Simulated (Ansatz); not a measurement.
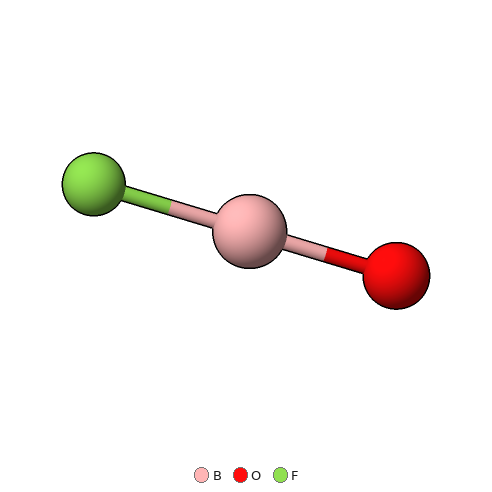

Every bond is drawn as one stick, whatever its order.

The computed structure is the end point of a PBE0-D4/def2-TZVP optimisation.

Which formula does it have?

BOF, 3 atoms: 1 boron, 1 oxygen and 1 fluorine.

Count the bonded pairs by element.

1 B–O, 1 B–F. Sticks follow a distance rule.

Give the symmetry (Schoenflies symbol).

C∞v.

More results for the same structure follow; atom numbers are the same in all pictures, views and colours differ.

## Shape

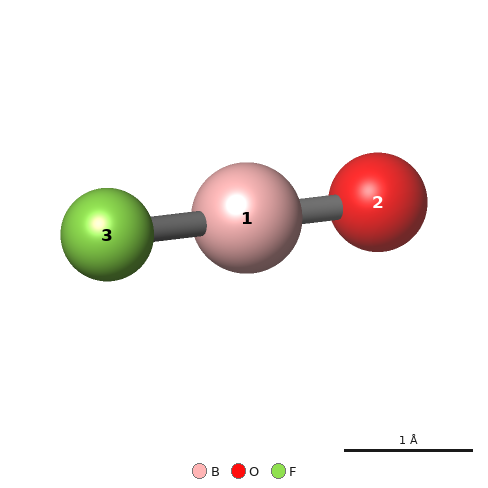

Atoms carry their numbers in the input.

List the bonds and their lengths.

| bond | length (Å) |
| --- | --- |
| B1–O2 | 1.206 |
| B1–F3 | 1.282 |

## Dipole moment

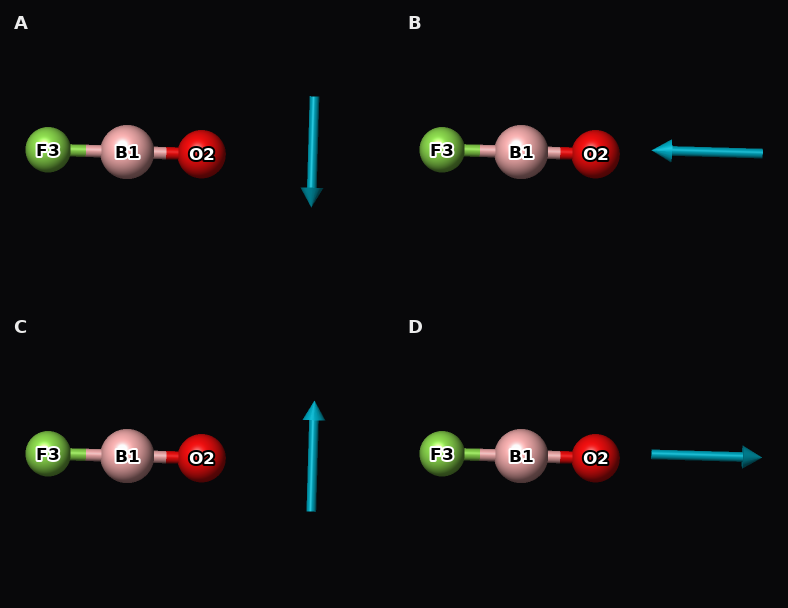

The same molecule four times, each with an arrow. Properties computed with RKS PBE0-D4/def2-TZVP (Ansatz 0.2.0).

Which arrow points along the dipole moment, from the negative to the positive end?

B. The dipole moment is 2.15 D; it points from the side of O2 to the side of F3 (the outermost atoms at the two ends).

## Vibrations

Harmonic vibrations computed with RKS PBE0-D4/def2-TZVP (Ansatz 0.2.0) at a stationary point of the same level.

How many vibrational modes are there, and where do they lie?

4 modes: 515, 515, 1033, 2150 cm⁻¹.

## Charges

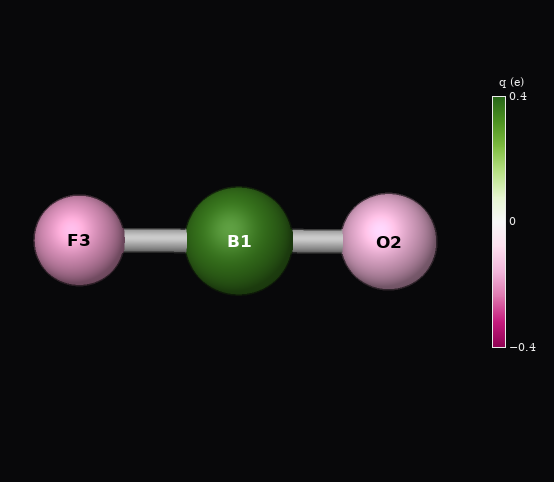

Atoms are coloured by their Mulliken charges. Level of theory: RKS PBE0-D4/def2-TZVP (Ansatz 0.2.0).

Give the Mulliken charges atom by atom.

```json
{"atom": "B1", "value (e)": "0.36"}
{"atom": "O2", "value (e)": "−0.17"}
{"atom": "F3", "value (e)": "−0.20"}
```

Mulliken values depend strongly on the basis set and can even reverse the polarity of a bond.
